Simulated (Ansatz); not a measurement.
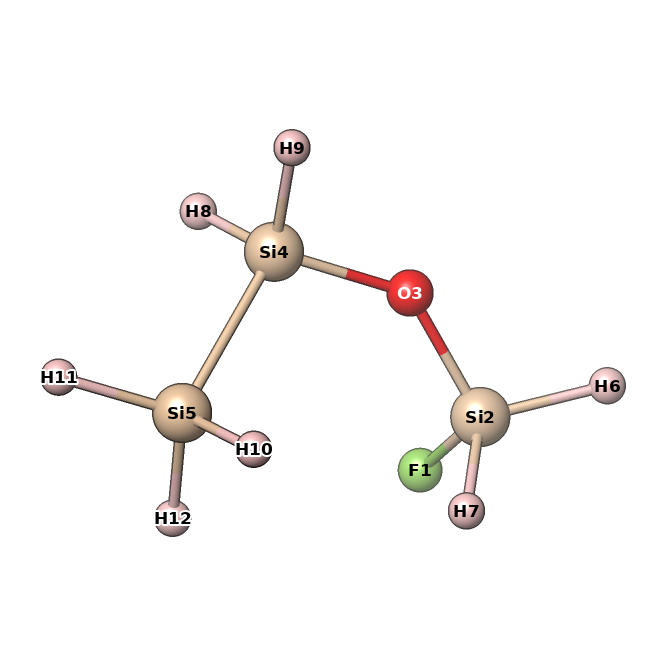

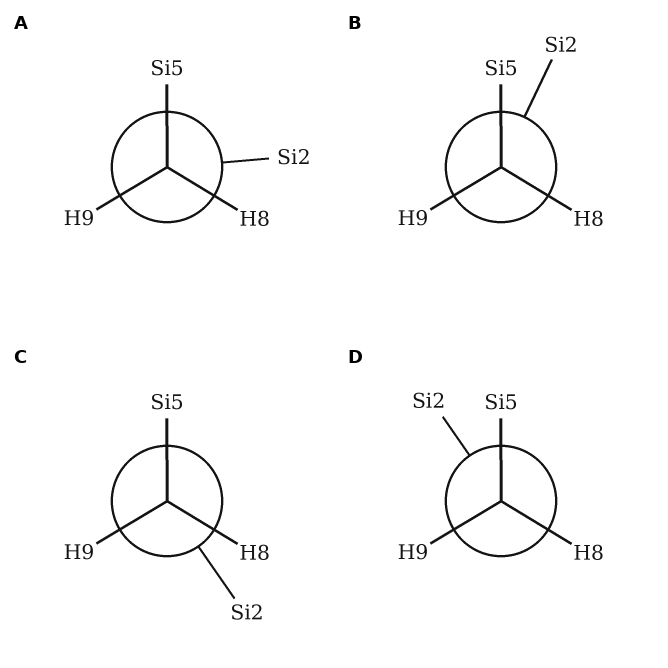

Atoms fade into the background with distance from the viewer. Bonds that would overlap in a projection are set slightly apart. The geometry was computed by an optimisation with PBE-D4/def2-SVP. No frequency run is at hand to confirm it as a minimum.

Which Newman projection shows the view along Si4–O3, with Si4 in front?

Answer. B. The torsion angle Si5–Si4–O3–Si2 is 25°, synperiplanar.
